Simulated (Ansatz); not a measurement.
FH4Si···Cl···HF

```yaml
atoms:
  - { symbol: Si, position_ang: [-0.3129, 1.0110, -0.5456] }
  - { symbol: Cl, position_ang: [1.7053, -0.2957, -0.3062] }
  - { symbol: H, position_ang: [-0.8164, 0.2349, -1.6922] }
  - { symbol: H, position_ang: [-1.3874, 1.8672, 0.0266] }
  - { symbol: H, position_ang: [0.6950, 2.0282, -0.9349] }
  - { symbol: H, position_ang: [-0.3870, -1.1022, 1.0215] }
  - { symbol: F, position_ang: [-0.8364, -0.1157, 0.8466] }
  - { symbol: H, position_ang: [1.0466, -1.5564, 0.5099] }
  - { symbol: F, position_ang: [0.2932, -2.0713, 1.0744] }
```

A transition-state structure; geometry: PBE0-D4/def2-TZVP.

Method: Ansatz 0.2.0, RKS PBE0-D4/def2-TZVPP.

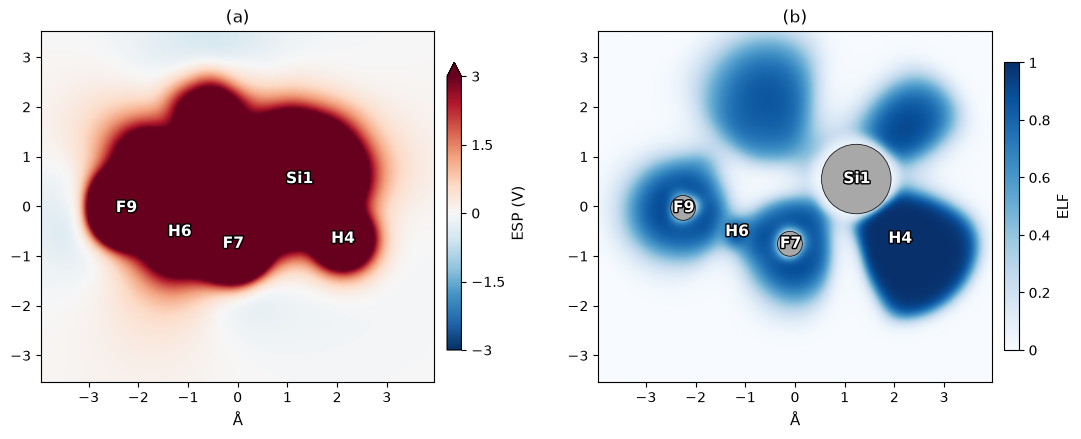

Figure 1. (a) electrostatic potential; (b) ELF on the plane of atoms Si1, F7 and H6. Grey discs cover the atomic cores in the ELF map.

> Read the bonding off the picture.

- Atoms in the plane: Si, H and F.
- F9···H6 (1.19 Å): the ELF peaks at about 0.85 between the atoms.
- Si–F (1.87 Å): the ELF peaks at about 0.85 in the valence shell of F, 0.5 Å from its nucleus, and is about 0.50 at the midpoint.
- F–H (1.10 Å): the ELF peaks at about 0.85 between the atoms.
- Si–H (1.49 Å): the ELF climbs to about 1 towards the hydrogen, as it does in any bond to H.
- The ELF also peaks beside F7 and F9, away from the bonds: lone-pair regions.
- Outside the dense part of the complex the potential is most negative (−0.5 V) near Cl2, which lies off the plane.

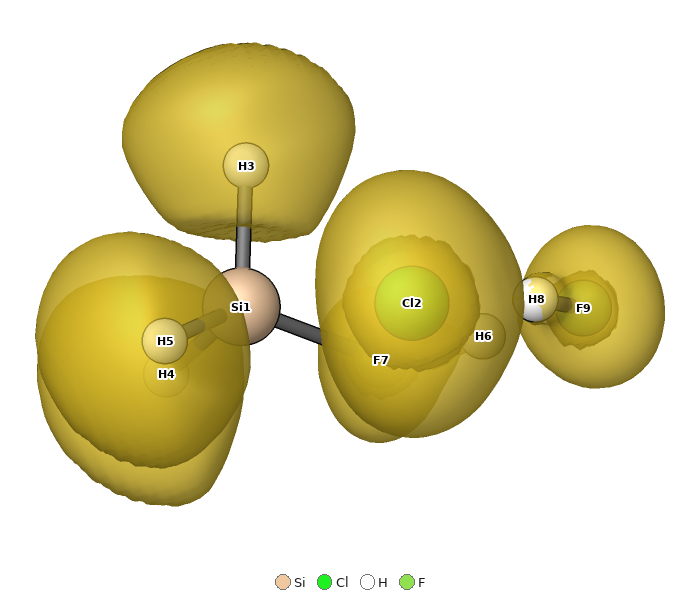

Figure 2. Isosurface of the electron localisation function at 0.75 (yellow), seen from one side. Only the valence region is drawn (cores and ρ < 0.01 e/Å³ removed).

> What do the ELF domains correspond to?

The surface consists of three regions around hydrogen nuclei, one region wrapped around Cl (its valence shell) and two joined regions spread over several atoms (F, H), in which their bonds and any lone pairs are merged.

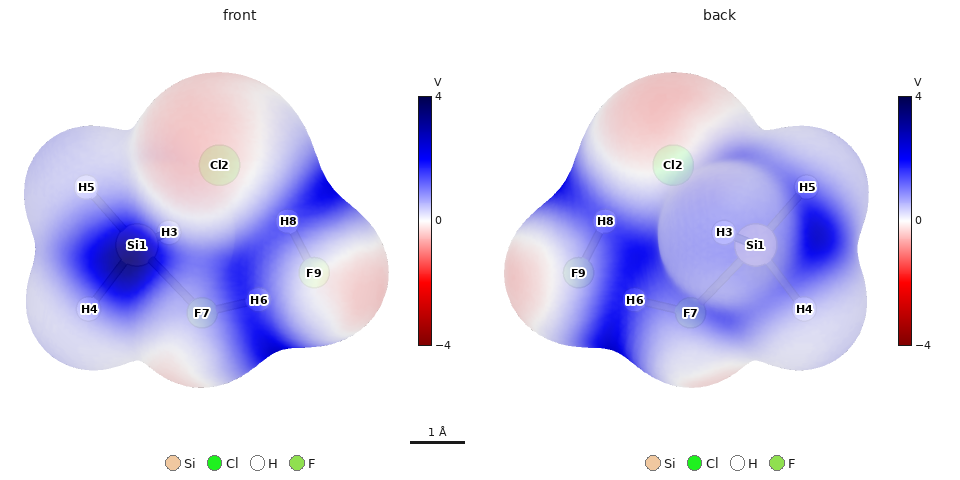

Figure 3. The molecular electrostatic potential painted on the density surface at 0.004 e/bohr³, seen from the front and from behind; the colour scale runs from red (negative) to blue (positive).

> Which sites attract a positive test charge, and which a negative one?

A positive charge is drawn to the negative regions and a negative charge to the positive ones. The most negative region (about −0.4 V) lies over Cl2, the most positive (about +3.1 V) over Si1.
